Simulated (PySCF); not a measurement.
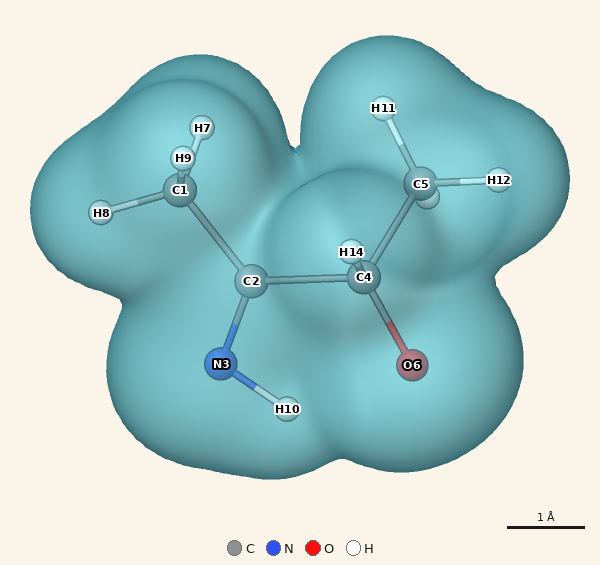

C4H8NO (charge −1). Isosurface of the total electron density at 0.05 e/Å³ (cyan), seen across its widest extent.

Geometry: B3LYP/6-31G*.

Method: PySCF 2.14.0, density-fitted response routines, DFT single point, gas phase, functional wB97X.

```xyz
14

C     1.5465   -0.6229   -0.2025
C     0.6749    0.6115   -0.0838
N     1.0348    1.7137   -0.6176
C    -0.6709    0.5761    0.7247
C    -1.5829   -0.5515    0.1181
O    -1.2555    1.7609    0.7577
H     1.0986   -1.3642   -0.8804
H     2.5383   -0.3593   -0.5887
H     1.6590   -1.1195    0.7721
H     0.2329    2.3311   -0.3377
H    -1.1346   -1.5606    0.1199
H    -2.5143   -0.5875    0.6979
H    -1.8478   -0.2844   -0.9148
H    -0.3433    0.1439    1.7372
```

> How is the density connected at this value?

At this value the surface is in one piece. It bridges the sampled C–N (1.28 Å), C–O (1.32 Å), C–C (1.52 Å) and N–H (1.05 Å) contacts, where the density stays above the isovalue. On the grid the lowest density along these lines, outside the cores, is 2.6 e/Å³ (C–N, 1.28 Å), 2.3 e/Å³ (C–O, 1.32 Å), 1.7 e/Å³ (C–C, 1.52 Å) and 2.1 e/Å³ (N–H, 1.05 Å).
